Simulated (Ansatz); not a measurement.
# Simulated XPS, UPS and emission spectra of HC2SClOF2, part 2 of 3

What would valence photoemission of HC2SClOF2 look like, and what sets its shape?

Ansatz 0.2.0; DFT, LDA, plane-wave PAW, default files, scalar-relativistic (the session's first sound run).

So far: The starting structure; The base run.

**2. The base run (continued)**

Sums over each group's atoms; left-over states aren't shared out by site. Site centres, by row:

```csv
group,element,shell,occupied states,centre of occupied part (eV),centre up to the window's top (eV)
Cl1,Cl,3s,7.501,-13.46,-12.43
Cl1,Cl,3p,20.38,-2.639,-1.461
S5,S,3s,6.688,-10.42,-8.308
S5,S,3p,16.75,-2.539,-0.27
F9,F,2s,7.365,-22.23,-20.59
F9,F,2p,21.46,-5.455,-4.534
F13,F,2s,7.386,-22.31,-20.57
F13,F,2p,21.51,-5.507,-4.533
O17,O,2s,6.663,-15.48,-14.56
O17,O,2p,18.64,-3.471,-2.355
C21,C,2s,3.818,-15.73,-7.271
C21,C,2p,9.862,-11.16,-2.054
C25,C,2s,3.898,-13.76,-6.88
C25,C,2p,11.13,-8.002,-3.137
H29,H,1s,3.262,-6.853,0.6179
```

Window up to 9.9 eV. Shell moments, by row:

```csv
element,shell,occupied states an atom,centre of occupied part (eV),rms width of occupied part (eV),centre up to the window's top (eV),rms width up to the window's top (eV)
C,2s,0.9645,-14.73,6.973,-7.079,11.84
C,2p,2.625,-9.485,6.418,-2.566,9.453
Cl,3s,1.875,-13.46,3.296,-12.43,5.388
Cl,3p,5.094,-2.639,2.628,-1.461,3.835
F,2s,1.844,-22.27,5.445,-20.58,8.723
F,2p,5.372,-5.481,3.174,-4.534,4.577
H,1s,0.8155,-6.853,4.071,0.6179,7.396
O,2s,1.666,-15.48,6.497,-14.56,7.795
O,2p,4.66,-3.471,3.835,-2.355,4.595
S,3s,1.672,-10.42,4.117,-8.308,6.939
S,3p,4.186,-2.539,2.94,-0.27,4.61
```

The spectra weight each projected shell by its atomic cross section (Dirac–Hartree–Slater) and angular factor, for unpolarised light with the analyser at 54.7° from the beam. Broadening, on top of any smearing of the DOS itself: a Gaussian of 0.1 eV and a Lorentzian of 0.2 eV plus 0 times the binding energy (full widths), Fermi edge at 20 K. Curves are cut 10 eV under the photon energy, above any shell that the free atom's threshold puts out of reach, or at the lower edge of the window: 7.7 eV at 21.2 eV, 26.9 eV at 150 eV, 26.9 eV at 1486.7 eV, 26.9 eV at 5950 eV and 26.9 eV at 8047.8 eV. Dipole terms alone, which is rough above 3 keV; no background, satellites or final-state effects.

Share of each shell in the spectrum's area (%), by photon energy:

```csv
shell,21.2 eV,150 eV,1486.7 eV,5950 eV,8047.8 eV
C 2s,0.3,3.8,3.8,2.9,2.8
C 2p,12.5,2.9,0.3,0.1,0.0
Cl 3s,0.0,3.4,14.6,25.5,27.7
Cl 3p,25.0,10.4,12.1,6.2,5.1
F 2s,0.0,14.5,32.3,33.3,32.7
F 2p,29.9,39.1,8.4,2.2,1.6
H 1s,1.8,0.1,0.0,0.0,0.0
O 2s,0.0,5.7,9.8,9.2,8.9
O 2p,22.4,10.6,1.8,0.4,0.3
S 3s,0.0,2.6,10.3,17.0,18.3
S 3p,8.0,6.9,6.7,3.2,2.6
```

Cross sections used, in Mb an electron:

```csv
shell,21.2 eV,150 eV,1486.7 eV,5950 eV,8047.8 eV
C 2s,0.58,0.084,3.1e-4,5.1e-6,2.0e-6
C 2p,2.7,0.024,9.8e-6,4.0e-8,1.2e-8
Cl 3s,-,0.079,0.0012,4.5e-5,2.0e-5
Cl 3p,2.7,0.088,3.8e-4,4.0e-6,1.4e-6
F 2s,-,0.17,0.0014,3.0e-5,1.2e-5
F 2p,2.0,0.16,1.3e-4,6.9e-7,2.1e-7
H 1s,1.9,0.0055,3.0e-6,2.7e-8,9.6e-9
O 2s,-,0.15,9.4e-4,1.8e-5,7.3e-6
O 2p,2.7,0.098,6.3e-5,3.1e-7,9.4e-8
S 3s,-,0.067,9.8e-4,3.4e-5,1.5e-5
S 3p,1.1,0.071,2.5e-4,2.5e-6,8.4e-7
```

At this level the gap is 3.61 eV on the path.

**3. With r²SCAN**

This step: DFT, r2SCAN, plane-wave PAW, default files, scalar-relativistic (Ansatz 0.2.0).

The run is repeated with r²SCAN on the same cell, to see how much the levels hang on the functional.

input.yaml

```yaml
crystal:
  lattice:
    - [9.192612, -3.088957, 0.0]
    - [9.192612, 3.088957, 0.0]
    - [-4.343744, 0.0, 10.543418]
  atoms:
    - { symbol: Cl, position: [0.146416, 0.001561, 0.670155] }
    - { symbol: Cl, position: [0.998439, 0.853584, 0.829845] }
    - { symbol: Cl, position: [0.853584, 0.998439, 0.329845] }
    - { symbol: Cl, position: [0.001561, 0.146416, 0.170155] }
    - { symbol: S, position: [0.728884, 0.52407, 0.510659] }
    - { symbol: S, position: [0.47593, 0.271116, 0.989341] }
    - { symbol: S, position: [0.271116, 0.47593, 0.489341] }
    - { symbol: S, position: [0.52407, 0.728884, 0.010659] }
    - { symbol: F, position: [0.037397, 0.325041, 0.842635] }
    - { symbol: F, position: [0.674959, 0.962603, 0.657365] }
    - { symbol: F, position: [0.962603, 0.674959, 0.157365] }
    - { symbol: F, position: [0.325041, 0.037397, 0.342635] }
    - { symbol: F, position: [0.744978, 0.415542, 0.717818] }
    - { symbol: F, position: [0.584458, 0.255022, 0.782182] }
    - { symbol: F, position: [0.255022, 0.584458, 0.282182] }
    - { symbol: F, position: [0.415542, 0.744978, 0.217818] }
    - { symbol: O, position: [0.113275, 0.363372, 0.653538] }
    - { symbol: O, position: [0.636628, 0.886725, 0.846462] }
    - { symbol: O, position: [0.886725, 0.636628, 0.346462] }
    - { symbol: O, position: [0.363372, 0.113275, 0.153538] }
    - { symbol: C, position: [0.962619, 0.29674, 0.720546] }
    - { symbol: C, position: [0.70326, 0.037381, 0.779454] }
    - { symbol: C, position: [0.037381, 0.70326, 0.279454] }
    - { symbol: C, position: [0.29674, 0.962619, 0.220546] }
    - { symbol: C, position: [0.960515, 0.390557, 0.633236] }
    - { symbol: C, position: [0.609443, 0.039485, 0.866764] }
    - { symbol: C, position: [0.039485, 0.609443, 0.366764] }
    - { symbol: C, position: [0.390557, 0.960515, 0.133236] }
    - { symbol: H, position: [0.790174, 0.579957, 0.465775] }
    - { symbol: H, position: [0.420043, 0.209826, 0.034225] }
    - { symbol: H, position: [0.209826, 0.420043, 0.534225] }
    - { symbol: H, position: [0.579957, 0.790174, 0.965775] }
kpoints:
  mp_grid: { grid: [4, 4, 2] }
  band_path:
    path:
      - [[0.0, 0.0, 0.0], [-0.28302, 0.28302, 0.0]]
      - [[-0.71698, -0.28302, 0.0], [-0.5, -0.5, 0.0], [0.0, 0.0, 0.0], [-0.5, -0.5, 0.5], [-0.73726, -0.26274, 0.5]]
      - [[-0.26274, 0.26274, 0.5], [0.0, 0.0, 0.5], [0.0, 0.0, 0.0]]
      - [[-0.5, 0.0, 0.5], [0.0, 0.0, 0.0], [-0.5, 0.0, 0.0]]
    npoints: 6
scf:
  occupations: { method: fermi_dirac, width: 0.02 }
  n_extra_bands: 40
hamiltonian:
  xc: r2scan
  pseudopotentials: { kind: paw }
output:
  forces: true
  stress: true
  dos:
    projected:
      site_lists:
        Cl1: [0, 1, 2, 3]
        S5: [4, 5, 6, 7]
        F9: [8, 9, 10, 11]
        F13: [12, 13, 14, 15]
        O17: [16, 17, 18, 19]
        C21: [20, 21, 22, 23]
        C25: [24, 25, 26, 27]
        H29: [28, 29, 30, 31]
    de: 0.05
    e_range: [-30, 12]
    nscf_kmesh: { grid: [6, 6, 4] }
  fatbands: true
```

Command:

```console
> ansatz run input.yaml --threads 4 --pin off --max-ram 8192MiB --backend cpu --events-out ev --progress --plain --runs-dir out
```

Numbers of over 12 decimals in the logs are rounded to 6 here.

The program printed:

```text
[...]
Crystal: 32 atoms, lattice volume = 598.773 Å³
Basis set: ecut = 500 eV, 15221 PW (Γ), exchange–correlation on 288×288×360 points (64 copies of the dense FFT grid, shifted against one another)
Bands: 124, of which v1, the nominal top of the filled ones, is band 84 counted from 1 (83 counted from 0)
Symmetry: 4 space group operations
[...]
k-points: 14 of 32
[...]
SCF iter   1: F=—  HF=-18778.912805 eV  |F-HF|=—  |Δ(HF+E_count)|=         —  Δρ=8.97e-3  dr2=4.25e-1  dr2_τ=2.15e0  ethr=1.77e-3  ⟨swp⟩=6.0  Hψ=7787  notcnv=0  defer=147
[...]
SCF iter   9: F=-18779.101207 eV  HF=-18779.101207 eV  |F-HF|=3.64e-11  |Δ(HF+E_count)|=   1.83e-7  Δρ=2.42e-6  dr2=3.31e-8  dr2_τ=2.82e-9  ethr=5.95e-11  ⟨swp⟩=13.3  Hψ=10025  notcnv=0
SCF 1 converged in 9 iterations: F = -18779.101207 eV  dr2 = 3.31e-8
[...]
NSCF: frozen V_eff on 58 k-points
[...]
SCF converged after 9 iterations
Free energy (F): -18779.101207 eV
[...]
Internal energy: -18779.101207 eV  (E = F + TS)
E sigma→0 (E₀):  -18779.101207 eV
Fermi energy:    1.040348 eV
[...]
--- Forces (eV/Å), atoms counted from 1 ---
  atom   1  Cl     0.07314593     0.11723875     0.04612648
  atom   2  Cl    -0.07314593     0.11723875    -0.04612648
  atom   3  Cl    -0.07314593    -0.11723875    -0.04612648
  atom   4  Cl     0.07314593    -0.11723875     0.04612648
  atom   5  S      0.28808059    -0.04336042     0.10199118
  atom   6  S     -0.28808059    -0.04336042    -0.10199118
  atom   7  S     -0.28808059     0.04336042    -0.10199118
  atom   8  S      0.28808059     0.04336042     0.10199118
  atom   9  F     -0.31500197     0.13601670    -0.87597152
  atom  10  F      0.31500197     0.13601670     0.87597152
  atom  11  F      0.31500197    -0.13601670     0.87597152
  atom  12  F     -0.31500197    -0.13601670    -0.87597152
  atom  13  F      0.59342361    -0.71689984     0.07423663
  atom  14  F     -0.59342361    -0.71689984    -0.07423663
  atom  15  F     -0.59342361     0.71689984    -0.07423663
  atom  16  F      0.59342361     0.71689984     0.07423663
  atom  17  O     -1.13627203     0.59317633    -0.23936731
  atom  18  O      1.13627203     0.59317633     0.23936731
  atom  19  O      1.13627203    -0.59317633     0.23936731
  atom  20  O     -1.13627203    -0.59317633    -0.23936731
  atom  21  C     -0.08058060     0.47299775     0.61148675
  atom  22  C      0.08058060     0.47299775    -0.61148675
  atom  23  C      0.08058060    -0.47299775    -0.61148675
  atom  24  C     -0.08058060    -0.47299775     0.61148675
  atom  25  C      0.94655009    -0.49991541     0.28909310
  atom  26  C     -0.94655009    -0.49991541    -0.28909310
  atom  27  C     -0.94655009     0.49991541    -0.28909310
  atom  28  C      0.94655009     0.49991541     0.28909310
  atom  29  H     -0.17361697    -0.06768192    -0.05995964
  atom  30  H      0.17361697    -0.06768192     0.05995964
  atom  31  H      0.17361697     0.06768192     0.05995964
  atom  32  H     -0.17361697     0.06768192    -0.05995964
  max |Σ_I F_I| component: 2.22e-16 eV/Å
--- Stress (GPa, compression-positive) ---
       -3.079865       0.000000      -0.477766
        0.000000      -1.848250       0.000000
       -0.477769       0.000000      -1.919935
  P = ⅓ Tr σ = -2.2827 GPa (-22.827 kbar)
--- Band table (eV; the first three rows and the last of 14) ---
  k-point 0: bands = [... 80 lower, -1.1265, -1.1156, -1.0907, -1.0879, 3.1140, 3.2519, 3.4354, 3.4442, ... 36 higher]
  k-point 1: bands = [... 80 lower, -1.1364, -1.1364, -1.0677, -1.0677, 3.1816, 3.1816, 3.4442, 3.4442, ... 36 higher]
  k-point 2: bands = [... 80 lower, -1.1708, -1.1069, -1.0994, -1.0570, 3.1217, 3.2459, 3.3848, 3.4301, ... 36 higher]
  k-point 13: bands = [... 80 lower, -1.1155, -1.1155, -1.0918, -1.0918, 3.2611, 3.2611, 3.3356, 3.3356, ... 36 higher]
```

The job ended after 4.8 min (4 threads of Arm Neoverse V2, shared host; peak memory 4.8 GiB).

Numbers from this step:

```yaml
free_energy: -18779.1012 eV
fermi_energy: 1.040 eV
pressure: -2.283 GPa
gap_on_the_k_mesh: 4.162 eV
share_of_occupied_states_in_no_projected_shell: 0.0086 of the occupied states in the window
gap_on_the_path: 4.162 eV
least_direct_gap_on_the_path: 4.17 eV
```

Electronic bands along the path, in eV, zero at the valence-band maximum; v1 is the highest filled band, c1 the lowest empty one:

```csv
point,v4,v3,v2,v1,c1,c2,c3,c4
Γ,-0.08,-0.07,-0.04,-0.04,4.16,4.30,4.48,4.49
C,-0.11,-0.10,-0.04,-0.02,4.19,4.28,4.39,4.43
jump to C2,-0.11,-0.10,-0.04,-0.02,4.19,4.28,4.39,4.43
Y2,-0.14,-0.05,-0.04,0.00,4.25,4.37,4.38,4.39
Γ,-0.08,-0.07,-0.04,-0.04,4.16,4.30,4.48,4.49
M2,-0.07,-0.07,-0.04,-0.04,4.31,4.31,4.38,4.38
D,-0.09,-0.09,-0.06,-0.06,4.23,4.23,4.41,4.41
jump to D2,-0.09,-0.09,-0.06,-0.06,4.23,4.23,4.41,4.41
A,-0.09,-0.09,-0.02,-0.02,4.23,4.23,4.49,4.49
Γ,-0.08,-0.07,-0.04,-0.04,4.16,4.30,4.48,4.49
jump to L2,-0.12,-0.07,-0.06,-0.06,4.20,4.29,4.34,4.47
Γ,-0.08,-0.07,-0.04,-0.04,4.16,4.30,4.48,4.49
V2,-0.12,-0.10,-0.04,-0.02,4.17,4.32,4.33,4.47
```

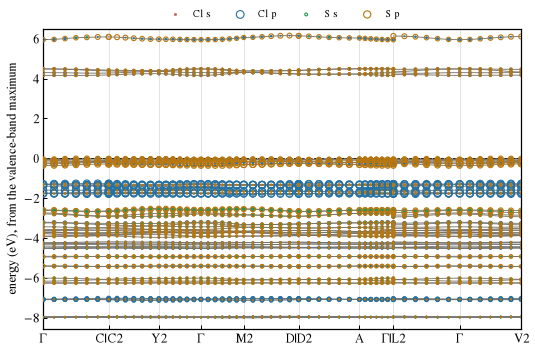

Electronic bands along the path; dots are coloured as in the legend, and their area grows with the weight.

Simulated valence spectra by photon energy, shown to 13 eV, since a deeper line would dwarf them at some energies; the 100 % can be that line's tail at the edge; this run's widths, added to any smearing of the DOS itself: Gaussian 0.3 eV, Lorentzian 0.1 eV. The intensity by binding energy, zero at the valence-band maximum; values in % of the maximum within 13 eV:

```csv
binding energy (eV),21.2 eV,60 eV,600 eV,1486.7 eV,5414.7 eV
0,68.5,44.3,58.4,29.3,8.29
2,24.5,5.29,24.6,14.4,4.64
4,52.7,62.0,49.6,21.9,9.13
6,26.3,23.5,33.6,24.2,17.4
8,40.1,53.8,56.6,33.5,20.4
10,-,0.614,1.05,0.859,0.730
12,-,3.08,9.41,9.53,9.53
```

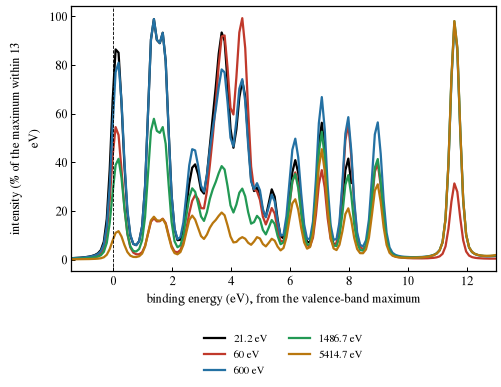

Intensity against binding energy.

Maxima picked by a test of local sharpness, so broad peaks and shoulders can be missing; peaks within 0.45 eV of a curve's cut are left out. Valence peaks, by row, the first 40 of 66 rows:

```csv
photon energy (eV),binding energy (eV),height (% of the maximum within 13 eV),main shell,its share (%)
21.2,7.061,56.6,Cl 3p,40.58
21.2,6.211,40.88,O 2p,31.82
21.2,5.411,29.41,O 2p,36.95
21.2,4.911,29.81,O 2p,33.34
21.2,4.411,73.69,F 2p,57.73
21.2,3.711,94.29,F 2p,32.25
21.2,2.761,39.47,Cl 3p,24.11
21.2,1.661,93.32,Cl 3p,91.57
21.2,1.361,100,Cl 3p,92.15
21.2,0.1108,89.16,O 2p,48.51
60,27.01,31.16,F 2s,70.57
60,25.46,29.35,F 2s,86.13
60,21.31,33.27,O 2s,57.63
60,16.21,21.26,Cl 3s,48.78
60,11.61,31.95,F 2p,45.52
60,8.961,40.39,F 2p,66.24
60,7.961,56.77,F 2p,86.81
60,7.061,36.98,F 2p,69.78
60,6.161,35.97,F 2p,38.1
60,5.411,21.52,O 2p,48.56
60,4.361,100,F 2p,86.22
60,3.761,93.87,F 2p,65.46
60,2.811,26.58,F 2p,66.51
60,0.1108,55.64,O 2p,74.71
600,27.01,253,F 2s,93.41
600,25.46,272.8,F 2s,99.55
600,21.31,149.9,O 2s,84.65
600,16.21,147.7,Cl 3s,79.6
600,13.91,103.8,S 3s,67.69
600,11.61,98.6,F 2s,26.2
600,8.961,57.66,F 2p,29.66
600,7.961,59.68,F 2p,52.8
600,7.061,67.21,Cl 3p,34.49
600,4.361,74.8,F 2p,73.69
600,3.711,79.24,F 2p,48.34
600,1.661,93.3,Cl 3p,92.41
600,1.361,100,Cl 3p,92.98
600,0.1608,82.73,S 3p,67.62
1487,27.01,234.4,F 2s,94.9
1487,25.46,256.2,F 2s,99.82
```

Spectra as before, but with a recipe of its own (widths, and in some runs the light), which changes peak heights and what is resolved: Gaussian 0.3 eV, Lorentzian 0.1 eV plus 0 times the binding energy, linear light, analyser at 0°, Fermi edge at 77 K; some photon energies differ too.

The two runs compared:

```csv
quantity,this run,base run,difference
gap on the path (eV),4.1622,3.6052,0.557
least direct gap on the path (eV),4.17,3.6198,0.550
gap on the k-mesh (eV),4.1622,3.6059,0.556
```

One result that differs is the gap on the path, 4.16 eV against 3.61 eV.

At this level the gap is 4.16 eV on the path.

(Part 2 of 3 ends here.)

[Logs are printed without paths, hosts, clocks, repeated set-up lines and the standing remarks that a program may print on its own settings, such as how far it seeks lower states.]

[Hosts, paths, dates, database ids (printed as entryN), source tags and the programs' standing remarks are cut or masked in the printed files.]

[Maps of the electrostatic potential energy from Ansatz leave out the sawtooth potential of an applied field or a dipole correction, so their vacuum need not be flat; work functions include it.]

[Peak lists hold at most the 14 tallest peaks of each spectrum; further lines can be left out.]
